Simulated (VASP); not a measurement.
Band structure of BaTiO3 (space group R3m). Computed with PBEsol GGA, VASP's PBE PAW potentials (set 64) (plane waves; VASP 6.6.1).

Unless said otherwise, spin-orbit coupling is left out, though it shifts the bands of the heavy elements here.

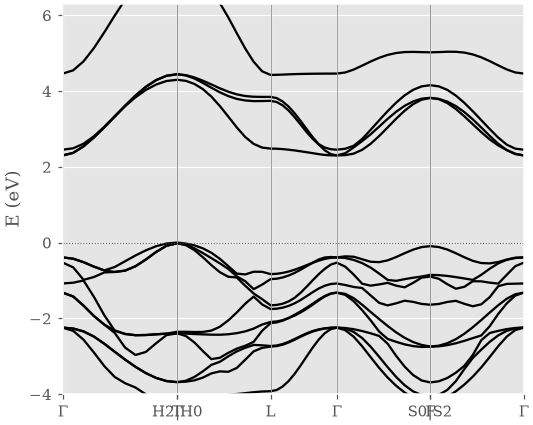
Figure. Bands along high-symmetry lines, zero at the valence-band maximum or, without a gap, the Fermi level

### Question
Read the plot: is there a gap, and where are the band edges?

### Answer
The gap is indirect, 2.30 eV, from the valence maximum at T to the conduction minimum at Γ. (Edges off the drawn lines would not show.)

The structure comes from a computed database's BaTiO3 entry (R3m); how it stands against other phases isn't given here. It was relaxed first.
